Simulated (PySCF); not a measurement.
# [NH3]+ (SMILES [NH3+]) at U-r2SCAN/SBKJC (core potential)

Aim: the vertical doublet–quartet gap of [NH3]+ at U-r2SCAN/SBKJC (core potential), from 2 runs. 

Program for the calculation: PySCF 2.14.0.

12 further runs of the same task are left out: 1 that didn't finish, 11 set aside as unsound or not needed.

## Step 1: The system as given

[NH3]+: 4 atoms, total charge +1, spin state doublet. SMILES: `[NH3+]`. Geometry: relaxed at GFN2-xTB.

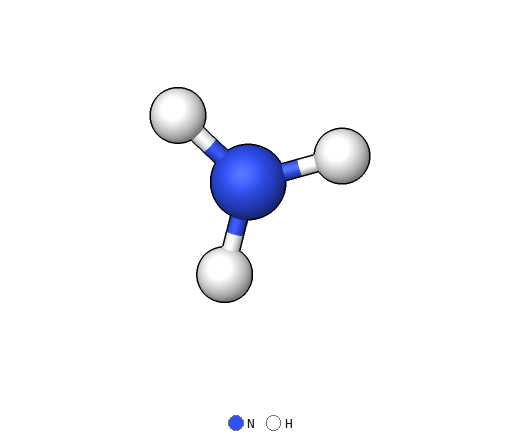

The structure, seen from a chosen angle (nitrogen blue, hydrogen white).

## Step 2: A single-point energy at U-r2SCAN/SBKJC (core potential)

calc.py

```python
from pyscf import gto, dft

mol = gto.Mole()
mol.atom = '''
N      0.000265    -0.001550    -0.000624
H      0.965083    -0.451172     1.623842
H     -1.881147    -0.452627    -0.169716
H      0.915799     0.905330    -1.453502
'''
mol.max_memory = 1860
mol.basis = 'sbkjc'
mol.charge = 1
mol.spin = 1
mol.ecp = {'N': 'sbkjc'}
mol.unit = 'bohr'
mol.verbose = 4
mol.build()

mf = dft.UKS(mol)
mf.xc = 'r2scan'
mf.conv_tol = 1e-10
mf.grids.level = 5
mf.kernel()
if not mf.converged:
    mf = mf.newton().run(mf.mo_coeff, mf.mo_occ)

e_final = mf.e_tot
print('E = %.10f Eh' % e_final)
```

The run is started by

```
$ OMP_NUM_THREADS=1 python calc.py
```

The program printed:

```text
PySCF version 2.14.0

[INPUT] num. atoms = 4
[INPUT] num. electrons = 7
[INPUT] charge = 1
[INPUT] spin (= nelec alpha-beta = 2S) = 1
[INPUT] symmetry False subgroup None
[INPUT] Mole.unit = bohr
[INPUT] Symbol           X                Y                Z      unit          X                Y                Z       unit  Magmom
[INPUT]  1 N      0.000140231961  -0.000820224677  -0.000330206580 AA    0.000265000000  -0.001550000000  -0.000624000000 Bohr   0.0
[INPUT]  2 H      0.510699930246  -0.238749940605   0.859300180535 AA    0.965083000000  -0.451172000000   1.623842000000 Bohr   0.0
[INPUT]  3 H     -0.995460122791  -0.239519893447  -0.089809839528 AA   -1.881147000000  -0.452627000000  -0.169716000000 Bohr   0.0
[INPUT]  4 H      0.484619960583   0.479080004362  -0.769160134427 AA    0.915799000000   0.905330000000  -1.453502000000 Bohr   0.0

nuclear repulsion = 8.61547038756369
number of shells = 10
number of NR pGTOs = 25
number of NR cGTOs = 14
basis = sbkjc
ecp = {'N': 'sbkjc'}

******** <class 'pyscf.dft.uks.UKS'> ********
method = UKS
initial guess = minao
damping factor = 0
level_shift factor = 0
DIIS = <class 'pyscf.scf.diis.CDIIS'>
diis_start_cycle = 1
diis_space = 8
diis_damp = 0
SCF conv_tol = 1e-10
SCF conv_tol_grad = None
SCF max_cycles = 50
direct_scf = True
direct_scf_tol = 1e-13
number electrons alpha = 4  beta = 3
XC library pyscf.dft.libxc version 7.0.0
    S. Lehtola, C. Steigemann, M. J.T. Oliveira, and M. A.L. Marques.,  SoftwareX 7, 1–5 (2018)
XC functionals = r2scan
    J. W. Furness, A. D. Kaplan, J. Ning, J. P. Perdew, and J. Sun.,  J. Phys. Chem. Lett. 11, 8208-8215 (2020)
    J. W. Furness, A. D. Kaplan, J. Ning, J. P. Perdew, and J. Sun.,  J. Phys. Chem. Lett. 11, 9248-9248 (2020)
    J. W. Furness, A. D. Kaplan, J. Ning, J. P. Perdew, and J. Sun.,  J. Phys. Chem. Lett. 11, 8208-8215 (2020)
    J. W. Furness, A. D. Kaplan, J. Ning, J. P. Perdew, and J. Sun.,  J. Phys. Chem. Lett. 11, 9248-9248 (2020)
radial grids:
    Treutler-Ahlrichs [JCP 102, 346 (1995); DOI:10.1063/1.469408] (M4) radial grids

becke partition: Becke, JCP 88, 2547 (1988); DOI:10.1063/1.454033
pruning grids: <function nwchem_prune>
grids dens level: 5
symmetrized grids: False
atomic radii adjust function: <function treutler_atomic_radii_adjust>
small_rho_cutoff = 0
Set gradient conv threshold to 1e-05
tot grids = 112736
init E= -10.7735154752085
[... the frontier-level lines of each cycle are left out ...]


cycle= 1 E= -10.947954588079  delta_E= -0.174  |g|= 0.806  |ddm|= 1.63
cycle= 2 E= -11.0001434391602  delta_E= -0.0522  |g|= 0.764  |ddm|= 1.32
cycle= 3 E= -11.3134753518767  delta_E= -0.313  |g|= 0.0247  |ddm|= 0.637
cycle= 4 E= -11.3139292623313  delta_E= -0.000454  |g|= 0.00392  |ddm|= 0.032
cycle= 5 E= -11.3139532189  delta_E= -2.4e-05  |g|= 0.000745  |ddm|= 0.00921
cycle= 6 E= -11.3139539878242  delta_E= -7.69e-07  |g|= 6.71e-05  |ddm|= 0.00167
cycle= 7 E= -11.3139539918482  delta_E= -4.02e-09  |g|= 3.55e-06  |ddm|= 0.000122
cycle= 8 E= -11.3139539918595  delta_E= -1.13e-11  |g|= 6.08e-07  |ddm|= 8.15e-06
Extra cycle  E= -11.3139539918596  delta_E= -1.1e-13  |g|= 5.12e-07  |ddm|= 1.19e-06
converged SCF energy = -11.3139539918596  <S^2> = 0.75418702  2S+1 = 2.0041826
E = -11.3139539919 Eh
```

It took 2.9 s on 1 thread of Arm Neoverse V2, shared host; peak memory 0.18 GiB.

## Step 3: The quartet, same level

geometry.xyz

```xyz
4

N      0.000140    -0.000820    -0.000330
H      0.510700    -0.238750     0.859300
H     -0.995460    -0.239520    -0.089810
H      0.484620     0.479080    -0.769160
```

calc.py

```python
from pyscf import gto, dft

mol = gto.M(
    atom='geometry.xyz',
    spin=3,
    max_memory=1860,
    verbose=3,
    ecp={'N': 'sbkjc'},
    charge=1,
    basis='sbkjc',
)

myscf = dft.UKS(mol)
myscf.xc = 'r2scan'
myscf.conv_tol = 1e-10
myscf.grids.level = 5
myscf.kernel()
if not myscf.converged:
    myscf = myscf.newton().run(myscf.mo_coeff, myscf.mo_occ)

energy = myscf.e_tot
print('Final energy', energy)
```

The run is started by

```
$ OMP_NUM_THREADS=1 python calc.py
```

The program printed:

```text
WARN: HOMO 0.122733098312272 >= LUMO -0.345643561066751

WARN: HOMO -0.477184339622863 >= LUMO -1.1894528932027

WARN: HOMO -0.32468544658232 >= LUMO -0.822392418944533

WARN: HOMO -0.332282907394406 >= LUMO -0.818853043922014

WARN: HOMO -0.326012332599582 >= LUMO -0.814523025902322

WARN: HOMO -0.334596904264169 >= LUMO -0.820570704208162

WARN: HOMO -0.334357725101197 >= LUMO -0.820123035920907

WARN: HOMO -0.334381211852357 >= LUMO -0.819845627616788

WARN: HOMO -0.333961625854079 >= LUMO -0.817219980967678

WARN: HOMO -0.333782896096666 >= LUMO -0.817486950376457

WARN: HOMO -0.333621060380327 >= LUMO -0.815540122517436

WARN: HOMO -0.333643021933693 >= LUMO -0.816965127283725

WARN: HOMO -0.33363230206348 >= LUMO -0.817244814922325

WARN: HOMO -0.333655011253053 >= LUMO -0.817705916953835

WARN: HOMO -0.33365795653187 >= LUMO -0.817570896761544

WARN: HOMO -0.333660385601191 >= LUMO -0.817515901127078

WARN: HOMO -0.333660813489023 >= LUMO -0.817511660142229

WARN: HOMO -0.333660787859392 >= LUMO -0.817512390965114

WARN: HOMO -0.333660831801343 >= LUMO -0.817512315478866

converged SCF energy = -10.761513101844  <S^2> = 3.751942  2S+1 = 4.0009709
Final energy -10.761513101844018
```

It took 5.1 s on 1 thread of Arm Neoverse V2, shared host; peak memory 0.18 GiB.

## Step 4: Results

At U-r2SCAN/SBKJC (core potential):

```
                                        quantity         value
                           doublet: total energy  -11.31395 Eh
     doublet: HOMO energy (highest over α and β)     -18.62 eV
      doublet: LUMO energy (lowest over α and β)     -13.14 eV
                                   doublet: ⟨S²⟩         0.754
                           quartet: total energy  -10.76151 Eh
     quartet: HOMO energy (highest over α and β)      -9.08 eV
                                   quartet: ⟨S²⟩         3.752
vertical energy of the quartet above the doublet     15.033 eV
```

In words: At this shape the quartet lies 15.03 eV (1450 kJ/mol) above the doublet. Mulliken charges (doublet) run from -0.35 on N1 to +0.45 on H2; they depend strongly on the basis.
